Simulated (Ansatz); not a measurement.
## Electronic structure of C2H2LiO (doublet) in real space

| atom | x (Å) | y (Å) | z (Å) |
| --- | --- | --- | --- |
| C | 0.1674 | -0.2351 | 0.3345 |
| C | -0.9607 | -0.7246 | 0.8591 |
| Li | 1.4073 | 0.1640 | -2.2396 |
| O | 0.6575 | -0.0877 | -0.8314 |
| H | -1.7514 | -1.1382 | 0.2120 |
| H | -1.1283 | -0.7279 | 1.9379 |

Geometry: B3LYP-D3(BJ)/def2-SVP.

Computed with Ansatz, isolated molecule in a Gaussian basis; Kohn-Sham density functional theory, functional PBE0.

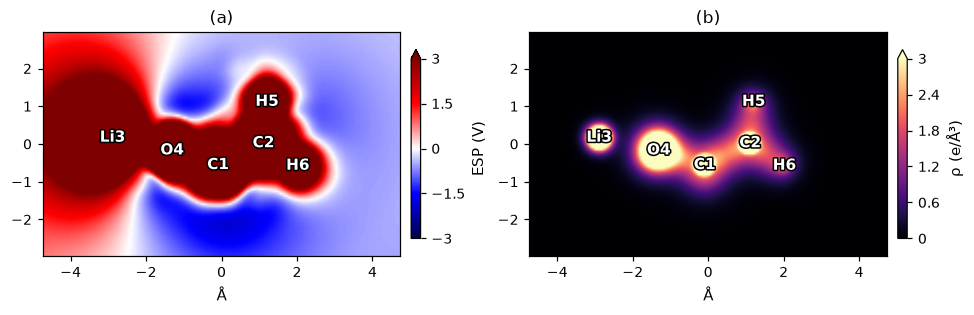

Figure 1. (a) electrostatic potential; (b) electron density on the molecular plane.

Q: What do the fields say about this system?

A: The plane passes through C, Li, O and H nuclei.
C–O (1.27 Å): the density is about 2.8 e/Å³ at the midpoint.
C–C (1.34 Å): the density is about 2.3 e/Å³ at the midpoint.
Li–O (1.62 Å): ρ at the midpoint is about 0.76 e/Å³.
C–H (1.09 Å): the density is about 2 e/Å³ at the midpoint.
Outside the dense part of the molecule the potential is most negative (−1.8 V) near C1.

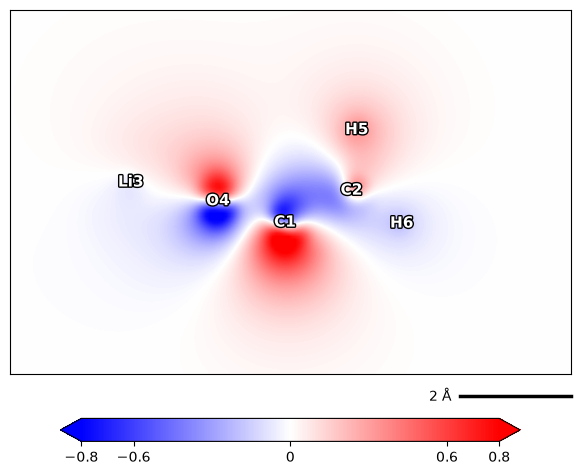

Figure 2. The HOMO (α) on the molecular plane (values in Å⁻³ᐟ²; the overall sign is arbitrary).

Q: Describe this orbital and give its energy.

A: Its weight (Hirshfeld) is mainly on C1 (about 50 %), O4 (about 25 %) and C2 (about 10 %); it is symmetric in the molecular plane (an in-plane orbital: σ, lone-pair or in-plane π type). Its energy is −4.27 eV.

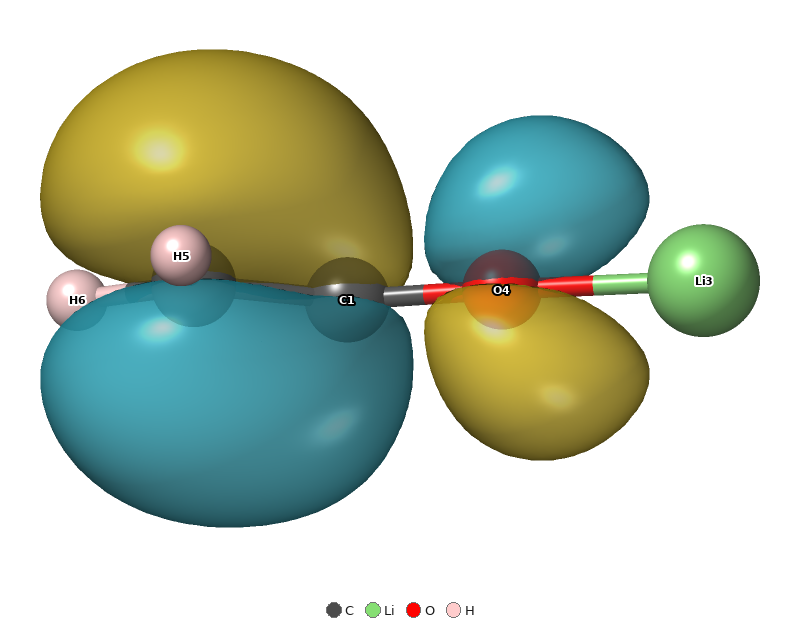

Figure 3. The HOMO−1 (α) at ±0.08 Å⁻³ᐟ² (yellow and cyan are the two phases), seen from one side.

Q: What is the character of this orbital?

A: Its weight (Hirshfeld) is mainly on C2 (about 45 %), C1 (about 25 %) and O4 (about 20 %); it changes sign across the molecular plane (π type); π-bonding across C1–C2; π-antibonding (a node) across C1–O4. Its energy is −5.16 eV.
